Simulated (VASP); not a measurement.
Band structure of Mo (bcc). All values below come from SCAN meta-GGA, VASP's PBE PAW potentials (set 64) (plane waves; VASP).

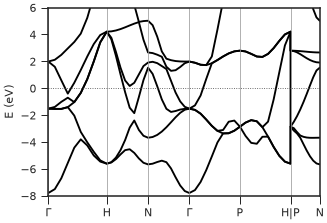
*Bands along high-symmetry lines, zero at the valence-band maximum or, without a gap, the Fermi level*

**Question.** Read the plot: is there a gap, and where are the band edges?

**Answer.** It has no gap at this level: it comes out as a metal or semimetal.

The compound is Mo in the bcc structure. It was relaxed first.
